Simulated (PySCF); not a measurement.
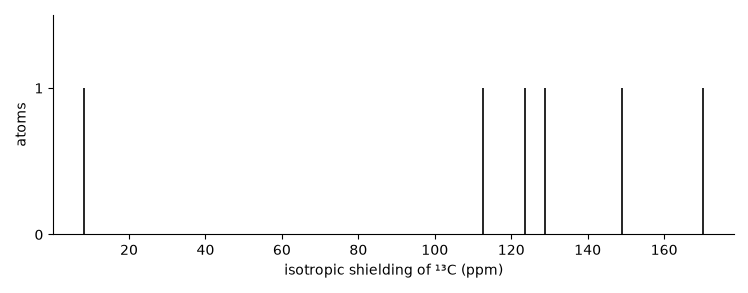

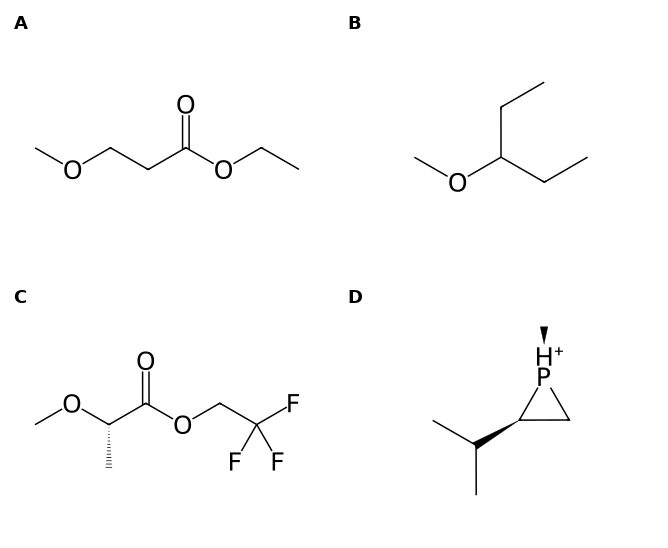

The sticks are computed shieldings of one of the molecules, for one fixed geometry (GFN2-xTB) without averaging over rotations. Low shielding means a high chemical shift. Method: GIAO PBE0/pcSseg-1 NMR shielding, non-relativistic, gas phase (PySCF 2.14.0).

**Match the spectrum to a structure.**

A, `CCOC(=O)CCOC`. Its 6 C atoms give lines at 8.3, 112.7, 123.7, 128.9, 149.1, 170.2 ppm.

The geometry is semi-empirical. Around P such bond lengths and angles can be off by a tenth of an ångström or more and by several degrees, and values that hang on the shape move with them.
